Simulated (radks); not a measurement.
## Run report: Te²⁺, atomic calculation

- system: the tellurium ion Te²⁺ in the configuration [Kr] 4d10 5s2 5p2.
- method: scalar-relativistic Kohn-Sham, r2SCAN, spin-unpolarised, spherical densities, finite nucleus (the in-house radial solver radks)

## Key numbers

```
                       quantity                      value
                        outcome                  converged
                   total energy         −6794.1535 hartree
                 kinetic energy          7118.6029 hartree
        electron–nucleus energy        −16399.0152 hartree
                 Hartree energy          2661.7726 hartree
    exchange–correlation energy        −175.513818 hartree
radius at density 0.001 e/bohr³                  3.92 bohr
                 SCF iterations                         11
                       hardware  1 CPU thread, shared host
```

## Input file
```
Z 52
configuration [Kr] 4d10 5s2 5p2
relativity scalar-relativistic
functional r2scan,r2scan
spin unpolarised
nucleus finite rms 4.7423 fm
c 137.035999084
```

Energies in input and log are in hartree, lengths in bohr (the nuclear radius in fm).

The run was one of a batch that the task file lists, launched with:
```bash
python <driver script> task.json out
```

## Output
```
1s      1   2.0000       -1165.11439845
2s      1   2.0000        -179.88989579
2p      1   6.0000        -161.44709071
3s      1   2.0000         -36.61836292
3p      1   6.0000         -30.58235966
3d      1  10.0000         -21.47182057
4s      1   2.0000          -6.91113058
4p      1   6.0000          -5.03173559
4d      1  10.0000          -2.28164833
5s      1   2.0000          -1.21893679
5p      1   2.0000          -0.82342728
Etot -6794.153489849048
Ekin 7118.602935621076
Encl -16399.01524518196
Eh 2661.7726381236243
Exc -175.51381841178738
err 4.655018853319944e-06
it 11
```

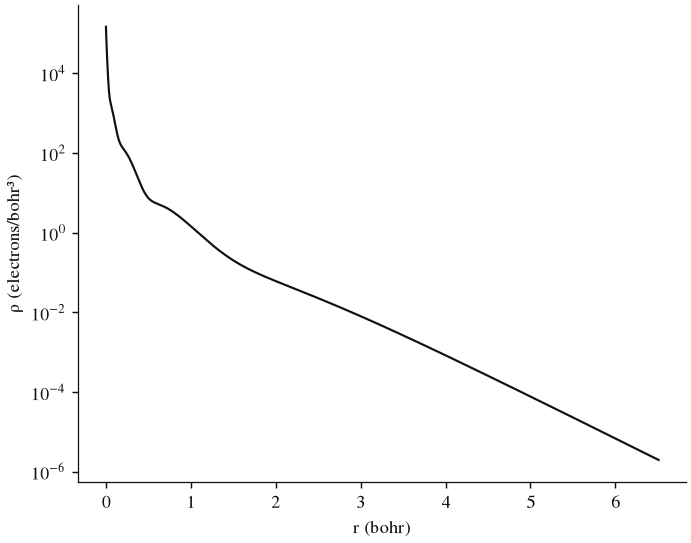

**Figure 1.** The electron density ρ(r) on a logarithmic scale. The density falls from 150000 electrons/bohr³ at the inner end (r = 0.00097 bohr) to 0.001 at r = 3.92 bohr, a common measure of the size of an atom or ion. The steps in the slope mark the shells; the radial density has its minima at 0.038, 0.16 and 0.53 bohr.

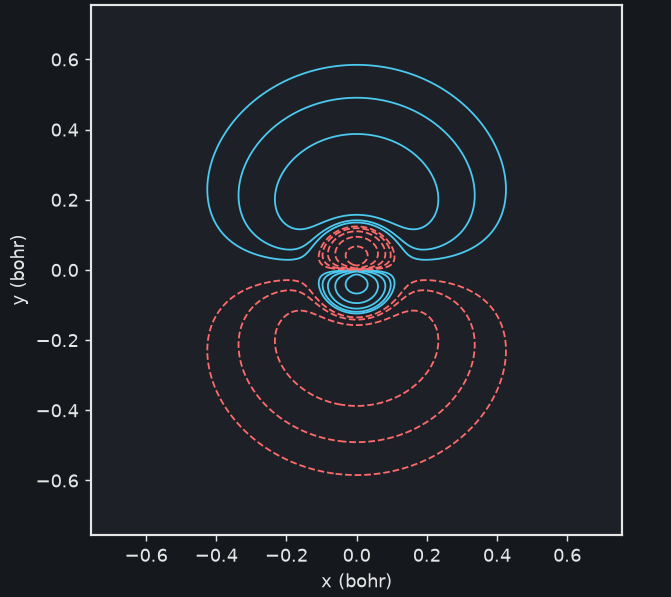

**Figure 2.** One occupied orbital is shown. In the xy plane through the nucleus, contours of ψ are drawn, solid for positive and dashed for negative values, each about twice the one before. The radial function comes from the spherical calculation and is multiplied by a real spherical harmonic; the overall sign is chosen so that the largest lobe of P(r) is positive; at the scalar-relativistic level it is the large component. It is 3p(y). It has the nodal plane xz and 1 radial node, at r = 0.129 bohr. The outermost maximum of P² lies at 0.286 bohr, ⟨r⟩ = 0.320 bohr, 90 % of the charge lies within 0.480 bohr, and the eigenvalue is −832.2 eV, with 6 electrons in the shell.

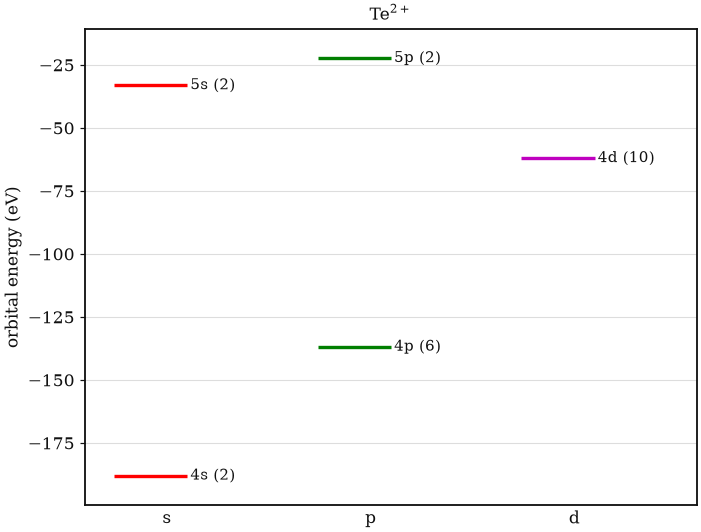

**Figure 3.** The outer levels are drawn by angular momentum (occupations in brackets). The highest occupied level is 5p at −22.4 eV. The highest 4 occupied levels, from the top down, are 5p (−22.4 eV), 5s (−33.2 eV), 4d (−62.1 eV), 4p (−136.9 eV). The measured ionisation energy (NIST) is 27.8 eV; minus the highest level, 22.4 eV, lies 20 % below it, as is usual for a semilocal functional, whose potential decays too fast.
